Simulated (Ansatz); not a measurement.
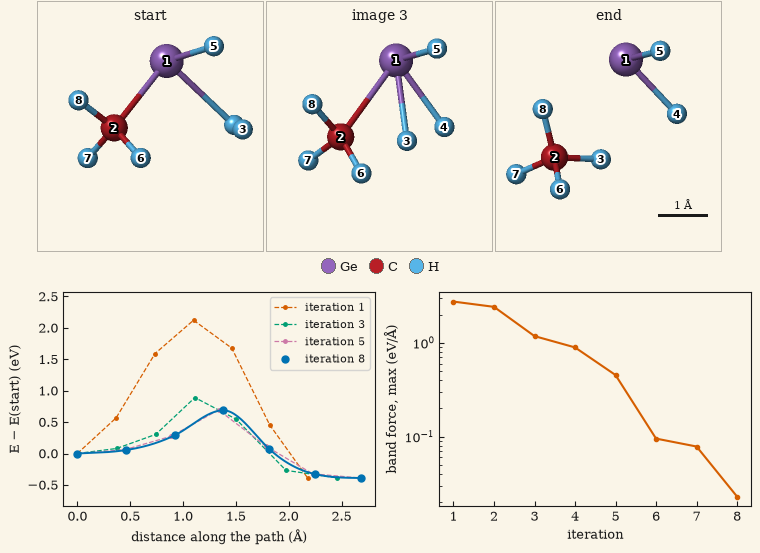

A nudged-elastic-band calculation for CH₆Ge. Images are numbered from 0 (start) to 6 (end). The plot follows the band through its iterations. A ball-and-stick model, seen at a tilt.

Level of theory: RKS PBE0-D4/def2-SVP in Ansatz. Settings: 5 movable images; climbing image.

Q: Judge this run.

A: The run is converged, with reservations. The band converged in 8 iterations. The largest component of the band force went from 2.8 to 0.023 eV/Å. The climbing image converged on the top of the path. Its curvatures weren't checked. The largest force component is 0.33 eV/Å at the start and 0.25 eV/Å at the end; an end with forces this large is no minimum, and the barrier measured from it can be far off. The first iteration put the highest image at 2.12 eV. The highest point, image 3, lies 0.69 eV above the start and 1.08 eV above the end; the end is at −0.39 eV relative to the start.

Cost: 72 s on 2 threads of Arm Neoverse V2, with other jobs on the host.
